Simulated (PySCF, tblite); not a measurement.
# C₃H₉BS: dynamics, then NMR shifts on frames

How do NMR shifts of C₃H₉BS (`CB(C)CS`) change as the atoms move?

Programs: tblite 0.8.0 and PySCF 2.14.0, with density-fitted response routines of our own. Each step states its level of theory. These are calculated values for one molecule in the gas phase, unless marked as measured. Atoms count from 0, in the outputs and in this text.

## (1) The molecule as given

14 atoms, charge 0, multiplicity 1; geometry from: GFN2-xTB.

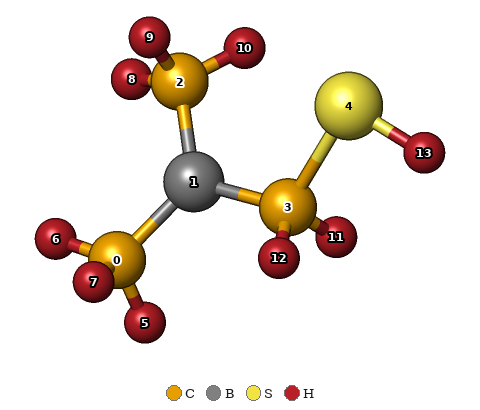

As it starts; carbon amber, boron grey, sulfur yellow, hydrogen red, atoms numbered; sticks join atoms by distance.

## (2) Dynamics with GFN2-xTB

The job: settings as JSON, then the geometry in Å.

```
{"job": {"kind": "md", "xc": "GFN2-xTB", "basis": "xTB", "temperature": 600, "steps": 2000, "every": 50, "frames": 5}, "charge": 0, "multiplicity": 1}
C     -1.398007    -1.171071     0.089435
B     -0.330578    -0.024780     0.266771
C     -0.737156     1.448032     0.621866
C      1.196796    -0.403940     0.070900
S      2.368579     0.696888     0.976066
H     -1.304923    -1.646442    -0.886571
H     -2.425362    -0.833222     0.195465
H     -1.235745    -1.963251     0.819690
H     -1.738776     1.720533     0.298206
H     -0.720934     1.550979     1.708577
H     -0.036732     2.190035     0.244415
H      1.444700    -0.297844    -0.987974
H      1.434451    -1.426544     0.364304
H      3.483009     0.160154     0.476709
```

Level: GFN2-xTB Langevin dynamics, gas phase.

The run is started by

```bash
$ OMP_NUM_THREADS=1 python probes_run.py task.json out
```

The driver reads the jobs from task.json and runs them one after another.

The log of the run:

```text
t/fs     T/K      E/eV
    0.0   464.8   -420.83925
   25.0   253.3   -420.19933
   50.0   435.8   -420.13849
   75.0   582.4   -419.99018
  100.0   782.2   -420.26546
  125.0   704.1   -420.16512
  150.0   429.2   -419.65816
  175.0   839.3   -420.13848
  200.0   711.0   -420.20619
  225.0   715.4   -420.03600
  250.0   842.0   -419.84003
  275.0   721.4   -419.90023
  300.0   758.5   -420.09238
  325.0   858.5   -419.97472
  350.0   694.9   -420.02636
  375.0   641.1   -419.72142
  400.0   598.6   -419.89119
  425.0   831.7   -419.99462
  450.0   620.7   -419.73616
  475.0   594.6   -419.29597
  500.0   597.7   -419.98782
  525.0   759.5   -420.38548
  550.0   796.4   -420.00036
  575.0   568.1   -419.97140
  600.0   716.0   -420.08711
  625.0   497.1   -419.90684
  650.0   459.7   -419.58111
  675.0   546.1   -419.79992
  700.0   459.6   -419.81504
  725.0   489.4   -419.91562
  750.0   438.9   -419.81795
  775.0   547.8   -419.99637
  800.0   536.0   -419.99212
  825.0   436.2   -420.06745
  850.0   459.9   -420.02376
  875.0   573.8   -419.94901
  900.0   686.5   -420.18256
  925.0   429.6   -420.03003
  950.0   477.0   -420.08757
  975.0   466.7   -420.23120
 1000.0   456.3   -420.06070
```

It took 6.4 s on 1 thread of Intel Xeon 6975P-C, shared host; peak memory 0.19 GiB.

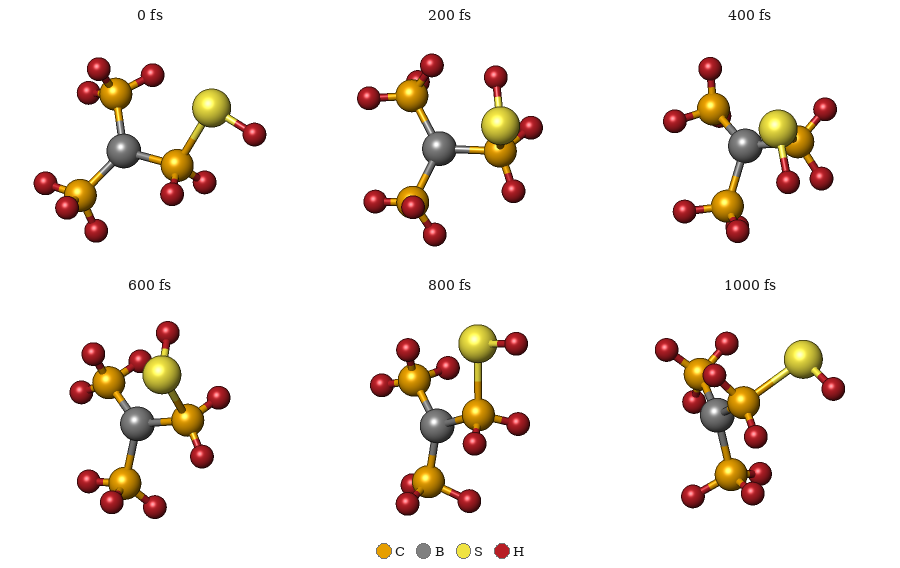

Frames of the run.

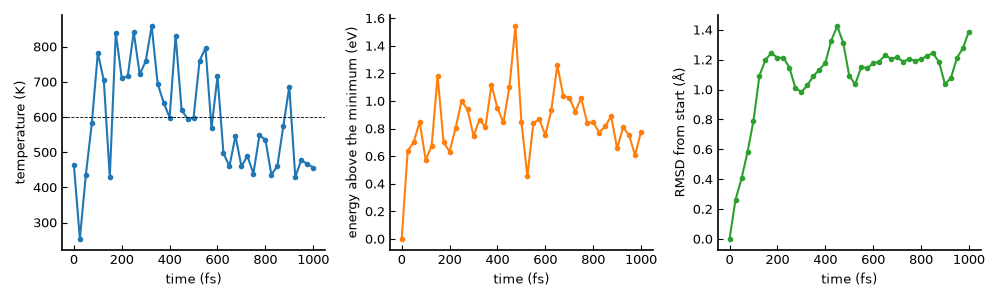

Temperature, potential energy and distance from the start.

Positions (Å) and forces (eV/Å) at 1000 fs:

```xyz
14

C     0.324   -1.874   -0.318   -1.484    0.077    0.840
B     0.298   -0.864    0.938    1.906   -0.060   -1.025
C    -0.568    0.450    0.804   -0.153   -1.554    0.439
C     1.581   -1.111    1.896   -0.939    0.802    0.974
S     2.908    0.193    1.731   -0.300    0.038   -0.181
H     1.156   -2.534   -0.202   -0.013   -1.037    0.080
H     0.587   -1.342   -1.222   -0.627    0.241   -0.272
H    -0.691   -2.414   -0.407    1.741    0.643   -0.260
H    -1.157    0.677    1.687   -0.674   -0.469   -0.074
H    -0.064    1.374    0.719    0.991    0.672   -0.632
H    -1.119    0.187   -0.095   -0.701    0.982    0.257
H     2.109   -2.075    1.796   -0.567    0.530    0.314
H     1.188   -0.888    2.924    0.645   -0.766   -0.421
H     3.914   -0.655    1.617    0.174   -0.100   -0.039
```

## (3) Shielding tensors: 250 fs, PBE0/pcSseg-1

The job: settings as JSON, then the geometry in Å.

```
{"job": {"kind": "nmr", "xc": "PBE0", "basis": "pcSseg-1", "pop": false}, "charge": 0, "multiplicity": 1}
C     -0.503200    -1.771600    -0.230600
B     -0.116100    -0.332000     0.111400
C     -1.069500     0.741700     0.678300
C      1.273900     0.333600    -0.123100
S      2.125900    -0.543900     1.254000
H      0.107200    -2.748600    -0.018600
H     -0.809600    -1.735600    -1.339300
H     -1.445000    -2.027700     0.488800
H     -2.017000     0.420000     1.043400
H     -0.548700     1.370200     1.373200
H     -1.439700     1.376300    -0.115000
H      1.255400     1.407700     0.045300
H      1.812400    -0.071300    -1.002500
H      2.719100     0.560100     1.849800
```

Method: GIAO PBE0/pcSseg-1 NMR shielding, non-relativistic, gas phase.

The log of the run:

```text
coarse grid: 11552 points
cycle   1  E = -542.3025130841  dE =  2.621e-01  |g| = 4.643e-01  |ddm| = 3.142e+00
cycle   2  E = -542.2862870267  dE =  1.623e-02  |g| = 5.256e-01  |ddm| = 9.736e-01
cycle   3  E = -542.3625657933  dE = -7.628e-02  |g| = 4.464e-02  |ddm| = 5.774e-01
cycle   4  E = -542.3630528374  dE = -4.870e-04  |g| = 2.187e-02  |ddm| = 8.016e-02
cycle   5  E = -542.3631732912  dE = -1.205e-04  |g| = 4.729e-03  |ddm| = 2.580e-02
cycle   6  E = -542.3631783659  dE = -5.075e-06  |g| = 1.198e-03  |ddm| = 4.998e-03
final grid: 104928 points
cycle   7  E = -542.3917452605  dE = -2.331e-05  |g| = 7.681e-03  |ddm| = 2.309e-02
cycle   8  E = -542.3917370658  dE =  8.195e-06  |g| = 9.403e-03  |ddm| = 1.519e-02
cycle   9  E = -542.3917601519  dE = -2.309e-05  |g| = 6.629e-04  |ddm| = 9.267e-03
cycle  10  E = -542.3917602773  dE = -1.254e-07  |g| = 1.441e-04  |ddm| = 8.814e-04
cycle  11  E = -542.3917602821  dE = -4.843e-09  |g| = 3.813e-05  |ddm| = 1.453e-04
cycle  12  E = -542.3917602825  dE = -3.793e-10  |g| = 1.001e-05  |ddm| = 4.878e-05
converged SCF energy = -542.3917602825

GIAO shielding tensors (ppm)
atom      isotropic    diamagn.    paramagn.     s11        s22        s33       span
  0 C      165.162     250.879     -85.717    157.295    159.393    178.799     21.504
  1 B       37.727     188.394    -150.667    -21.195      8.230    126.146    147.341
  2 C      171.995     251.942     -79.948    156.534    163.944    195.506     38.972
  3 C      164.864     254.054     -89.190    155.804    166.892    171.896     16.091
  4 S      668.826    1054.967    -386.142    498.149    616.370    891.957    393.808
  5 H       28.148      26.965       1.183     24.460     27.033     32.951      8.491
  6 H       29.489      27.810       1.679     26.067     26.721     35.677      9.610
  7 H       27.475      27.100       0.375     23.360     26.987     32.078      8.717
  8 H       31.624      31.716      -0.092     27.665     29.515     37.692     10.027
  9 H       31.132      31.909      -0.777     26.865     31.504     35.028      8.163
 10 H       31.185      31.561      -0.377     27.111     29.765     36.678      9.567
 11 H       29.578      33.054      -3.476     25.866     27.547     35.321      9.454
 12 H       28.277      30.591      -2.314     22.783     26.920     35.129     12.346
 13 H       29.390      28.302       1.088     21.264     26.811     40.095     18.831
```

Run time: 11 s. Hardware: 1 thread of Intel Xeon 6975P-C, shared host; peak memory 0.66 GiB.

The references, computed at this level on geometries of the same kind, shield at (ppm): 1H TMS 31.72, 13C TMS 186.9, 11B BF3·OEt2 100.1, 33S CS2 504. Their shielding less the atom's gives the shift. The references are single molecules in the gas phase. Each atom is listed at this fixed geometry, with no averaging over motion; a spectrum would average atoms that exchange fast.

```tsv
atoms	environment	σ (ppm)	δ (ppm)
C3	sp3 CH2 bonded to B and S	164.9	22.1
C0	methyl carbon bonded to B	165.2	21.8
C2	methyl carbon bonded to B	172.0	14.9
H7	hydrogen on a methyl carbon bonded to B	27.48	4.24
H5	hydrogen on a methyl carbon bonded to B	28.15	3.57
H12	hydrogen on an sp3 CH2 bonded to B and S	28.28	3.44
H13	hydrogen on a thiol sulfur	29.39	2.33
H6	hydrogen on a methyl carbon bonded to B	29.49	2.23
H11	hydrogen on an sp3 CH2 bonded to B and S	29.58	2.14
H9	hydrogen on a methyl carbon bonded to B	31.13	0.58
H10	hydrogen on a methyl carbon bonded to B	31.18	0.53
H8	hydrogen on a methyl carbon bonded to B	31.62	0.09
B1	boron bonded to 3 C	37.7	62.3
S4	thiol sulfur	669	-165
```

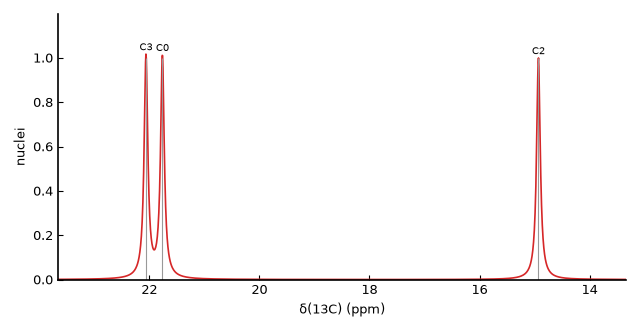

13C lines at the computed shifts, without couplings. Lines are broadened to a width of 0.08 ppm (Lorentzian).

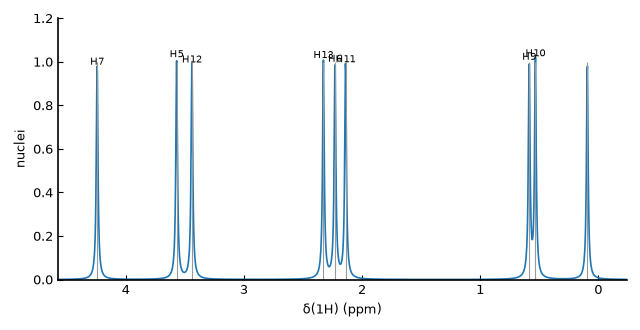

1H lines at the computed shifts, without couplings. Lines are broadened to a width of 0.02 ppm (Lorentzian).

Orbitals, density, ELF and potential are computed afterwards from the orbital file.

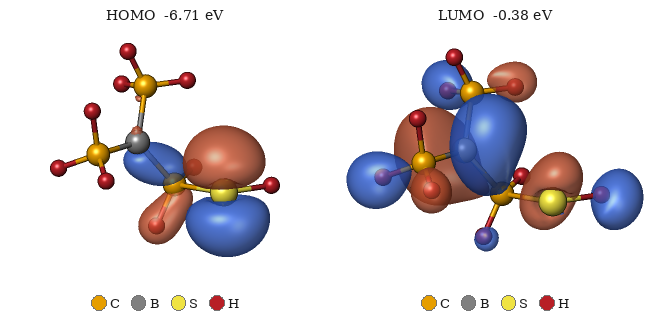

Frontier orbitals at PBE0/pcSseg-1; each surface holds 70 % of the orbital's density, blue and red mark the sign.

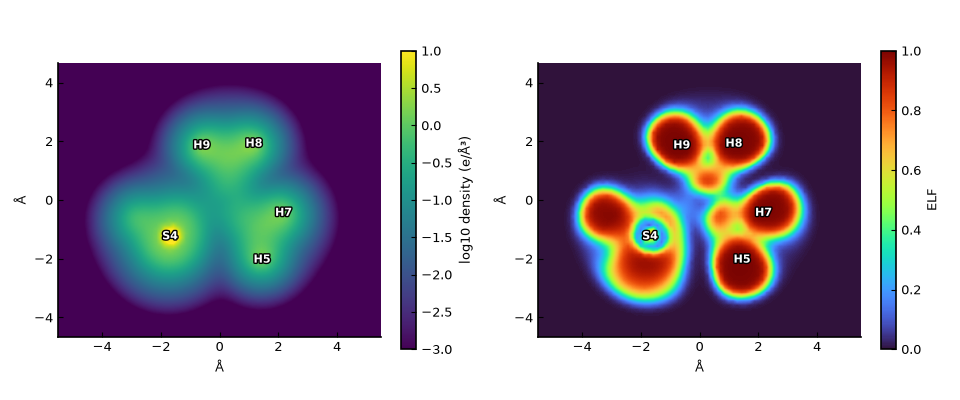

Density (left) and ELF (right) in a plane through or near 5 of the atoms.

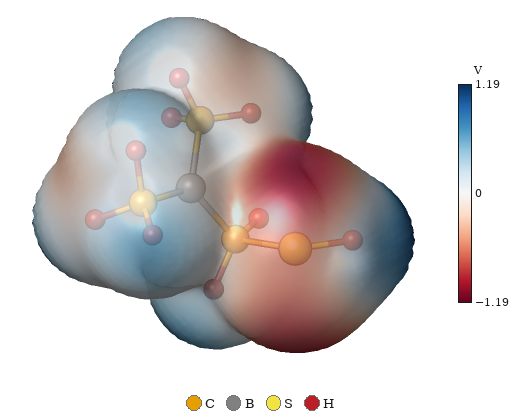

The potential that a unit positive charge feels on the 0.002 e/bohr³ surface, from the 1st to the 99th percentile, from -0.96 V near S4 to 1.19 V near H13.

## (4) NMR shieldings: 425 fs, PBE0/pcSseg-1

The job: settings as JSON, then the geometry in Å.

```
{"job": {"kind": "nmr", "xc": "PBE0", "basis": "pcSseg-1", "pop": false}, "charge": 0, "multiplicity": 1}
C     -0.157600    -1.930900    -0.450400
B      0.291300    -0.529600     0.102600
C     -0.786900     0.610600     0.174600
C      1.985400    -0.289600     0.084400
S      2.058300    -1.090300     1.870600
H     -0.647400    -1.737800    -1.313200
H     -0.914100    -2.508000     0.124700
H      0.556400    -2.669000    -0.642300
H     -1.798900     0.311400     0.566900
H     -0.379400     1.473000     0.644000
H     -0.827400     0.830300    -0.946300
H      2.330000     0.762800     0.254900
H      2.476300    -0.814100    -0.661400
H      2.074400    -2.399600     1.504700
```

Level: GIAO PBE0/pcSseg-1 NMR shielding, non-relativistic, gas phase.

The log of the run:

```text
coarse grid: 11552 points
cycle   1  E = -542.3062796602  dE =  1.363e-01  |g| = 4.612e-01  |ddm| = 3.130e+00
cycle   2  E = -542.3007594617  dE =  5.520e-03  |g| = 4.869e-01  |ddm| = 8.466e-01
cycle   3  E = -542.3641234697  dE = -6.336e-02  |g| = 3.743e-02  |ddm| = 4.631e-01
cycle   4  E = -542.3644448882  dE = -3.214e-04  |g| = 2.239e-02  |ddm| = 7.946e-02
cycle   5  E = -542.3645823173  dE = -1.374e-04  |g| = 4.942e-03  |ddm| = 2.951e-02
cycle   6  E = -542.3645877524  dE = -5.435e-06  |g| = 1.768e-03  |ddm| = 5.541e-03
final grid: 104928 points
cycle   7  E = -542.3942537847  dE = -2.897e-05  |g| = 7.531e-03  |ddm| = 2.408e-02
cycle   8  E = -542.3942469912  dE =  6.793e-06  |g| = 8.944e-03  |ddm| = 1.502e-02
cycle   9  E = -542.3942683784  dE = -2.139e-05  |g| = 6.396e-04  |ddm| = 9.141e-03
cycle  10  E = -542.3942685013  dE = -1.229e-07  |g| = 1.991e-04  |ddm| = 9.173e-04
cycle  11  E = -542.3942685106  dE = -9.332e-09  |g| = 4.268e-05  |ddm| = 1.782e-04
cycle  12  E = -542.3942685111  dE = -4.800e-10  |g| = 1.449e-05  |ddm| = 6.101e-05
converged SCF energy = -542.3942685111

GIAO shielding tensors (ppm)
atom      isotropic    diamagn.    paramagn.     s11        s22        s33       span
  0 C      180.979     250.833     -69.853    166.793    174.940    201.205     34.412
  1 B       48.413     187.441    -139.028    -17.132     48.285    114.087    131.219
  2 C      168.997     252.445     -83.448    150.288    176.113    180.590     30.301
  3 C      147.066     256.413    -109.347    127.798    146.759    166.642     38.843
  4 S      673.063    1054.673    -381.611    511.444    615.209    892.535    381.090
  5 H       33.607      34.008      -0.401     29.289     31.552     39.980     10.690
  6 H       30.468      30.070       0.397     27.156     28.026     36.220      9.064
  7 H       32.905      33.211      -0.306     28.429     32.062     38.224      9.795
  8 H       29.116      29.567      -0.451     25.792     27.514     34.042      8.249
  9 H       30.946      31.834      -0.888     26.491     30.077     36.269      9.778
 10 H       30.264      30.014       0.249     27.494     27.745     35.554      8.060
 11 H       28.821      31.021      -2.200     24.350     26.511     35.601     11.251
 12 H       30.138      33.566      -3.428     26.791     27.659     35.963      9.173
 13 H       30.553      29.448       1.106     22.737     27.643     41.280     18.543
```

Run time: 7.8 s. Hardware: 1 thread of Intel Xeon 6975P-C, shared host; peak memory 0.72 GiB.

Key values: δ C3 39.9, C2 17.9, C0 5.9, B1 51.7, H11 2.90, H8 2.60 ppm.

[end of part 1 of 2]
